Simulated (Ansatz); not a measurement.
**C7H9ClO2Zr (SMILES C[O][Zr]([OH])([Cl])[c]1ccccc1): density, localisation and related maps**

```tsv
atom	x (Å)	y (Å)	z (Å)
C	2.7089	2.3555	0.9691
O	1.7784	1.8572	0.0623
Zr	0.6275	1.2081	-1.2976
O	1.5389	0.3339	-2.7365
Cl	-0.8382	2.9265	-2.0383
C	-0.5741	-0.3622	-0.3023
C	-1.0651	-0.1608	0.9938
C	-1.8790	-1.0961	1.6157
C	-2.2198	-2.2649	0.9499
C	-1.7454	-2.4934	-0.3337
C	-0.9329	-1.5516	-0.9486
H	3.7282	2.1668	0.6182
H	2.5804	1.8709	1.9418
H	2.5757	3.4341	1.0955
H	2.2108	0.1072	-3.3736
H	-0.8109	0.7455	1.5392
H	-2.2482	-0.9160	2.6196
H	-2.8549	-2.9993	1.4330
H	-2.0099	-3.4073	-0.8547
H	-0.5705	-1.7541	-1.9530
```

Geometry: PBE0-D4/def2-TZVP; core potentials replace the inner electrons of Zr.

The calculation used Ansatz 0.2.0, RKS PBE0-D4/def2-TZVPP.

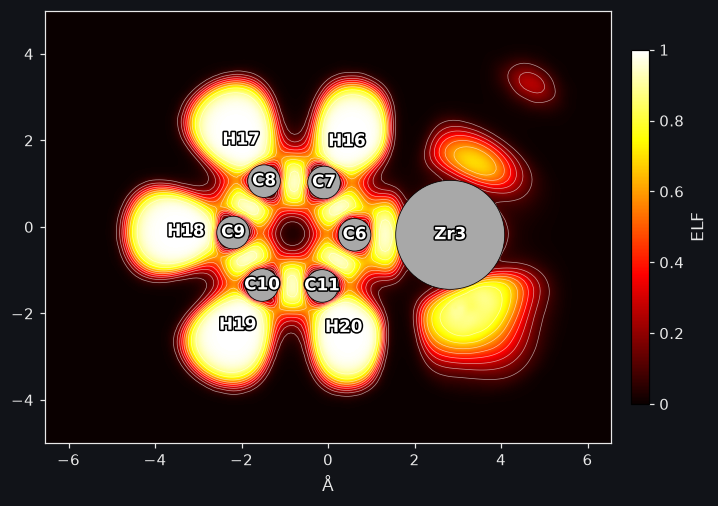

Figure 1. Electron localisation function on the plane of atoms C9, C10 and H19. Grey discs cover the atomic cores.

Q: Describe what can be read from this map.

A: The section cuts through Zr, C and H sites. C–C (1.39 Å): the ELF peaks at about 0.95 between the atoms (localised, covalent bonding). C–Zr (2.21 Å): the ELF peaks at about 0.95 in the valence shell of C, 0.7 Å from its nucleus, and is about 0.50 at the midpoint. C–H (1.08 Å): the ELF climbs to about 1 towards the hydrogen, as it does in any bond to H; a covalent bond by its length.

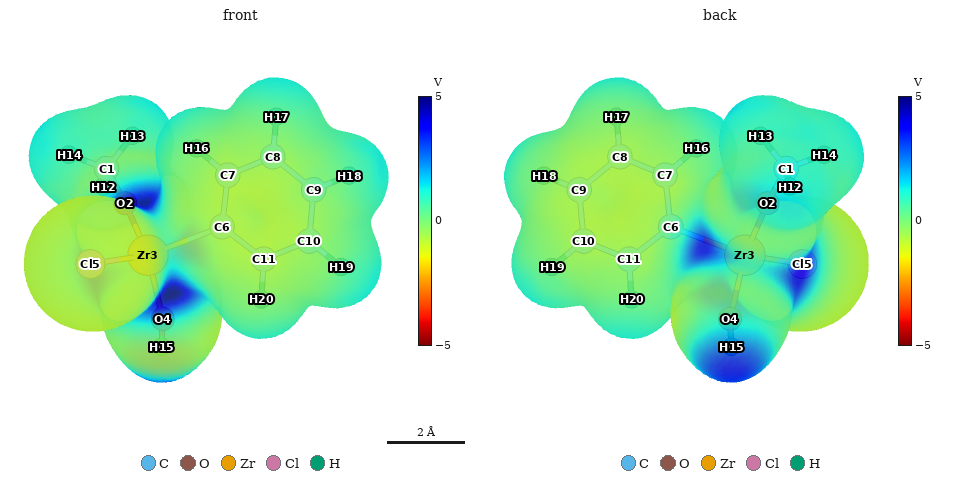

Figure 2. The molecular electrostatic potential painted on the density surface at 0.004 e/bohr³, seen from the front and from behind; red is negative and blue positive.

Q: Describe the electrostatic potential map.

A: The most negative region (about −0.9 V) lies over Cl5, the most positive (about +4.4 V) over Zr3.

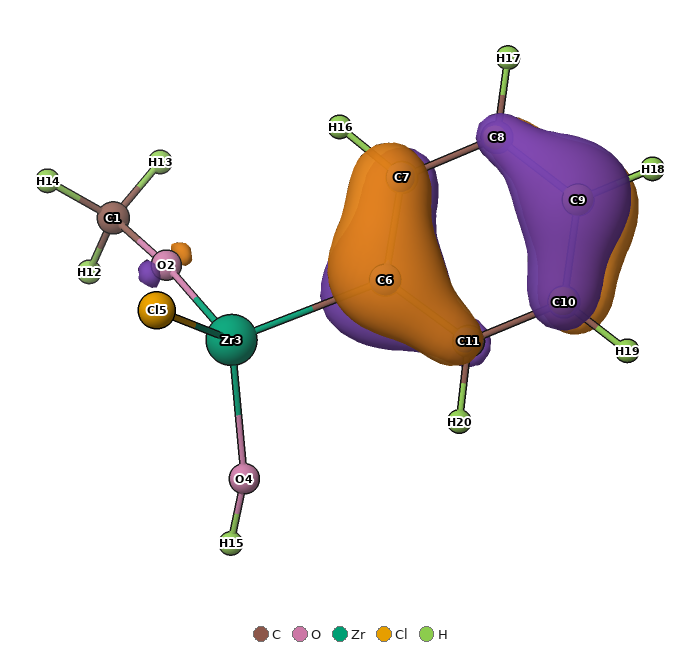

Figure 3. One frontier orbital at ±0.15 Å⁻³ᐟ² (orange and purple are the two phases), seen at a tilt.

Q: Which orbital is it: HOMO or LUMO?

A: The HOMO, at −7.20 eV. Its weight (Hirshfeld) is mainly on C6 (about 25 %), C9 (about 25 %), C7 (about 10 %), C10 (about 10 %), C11 (about 10 %) and C8 (about 5 %).
